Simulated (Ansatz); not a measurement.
## Ligand exchange: CuF + CH2I2 → CuI + CH2FI

Species: CuF (fluorocopper), singlet; CH2I2 (diiodomethane) `ICI`, singlet; CuI, singlet; CH2FI (fluoroiodomethane) `FCI`, singlet. The partners trade F for I: Cu–F and C–I bonds give way to Cu–I and C–F.

Shapes, held fixed at every level: PBE0-D4/def2-TZVP. Programs: Ansatz 0.2.0. The zero-point and thermal change to 298 K, harmonic and unscaled (PBE0-D4/def2-TZVP), is +4.7 kJ/mol.

| level | kind | ΔH(298 K) (kJ/mol) | CPU time (sum over the molecules) |
| --- | --- | --- | --- |
| HF/def2-TZVPP | Hartree–Fock | -146.2 | – |
| PBE-D4/def2-TZVPP | GGA | -102.4 | 9.8 s |
| r2SCAN-D4/def2-TZVPP | meta-GGA | -111.1 | 15 s |
| B3LYP-D4/def2-TZVPP | global hybrid | -107.3 | 4.8 min |
| BHLYP-D4/def2-TZVPP | global hybrid | -121.9 | 12 s |
| r2SCAN0-D4/def2-TZVPP | global hybrid | -123.7 | 16 s |
| wB97M-V/def2-TZVPP | range-separated hybrid | -109.7 | 36 s |
| wB97X-V/def2-TZVPP | range-separated hybrid | -107.1 | 28 s |

wB97X-V/def2-TZVPP gives ΔH(298 K) = -107.1 kJ/mol; the levels span -146.2 to -102.4. The median of the levels is -110.4. No measured value is set beside it here. For atoms past krypton def2 sets carry core potentials with scalar relativity. Relativity is left out for Cu. Times are processor times on shared x86 and Arm servers, and rough.

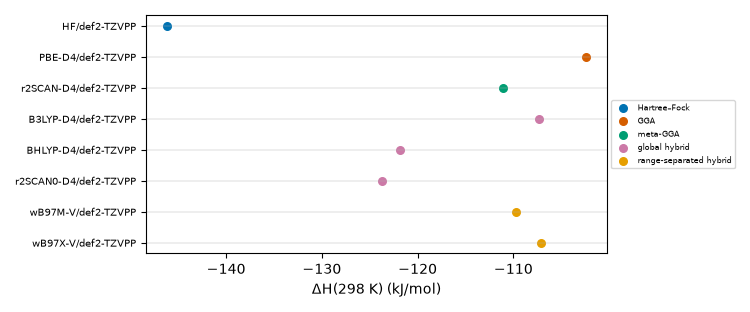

The values of the table, level by level.
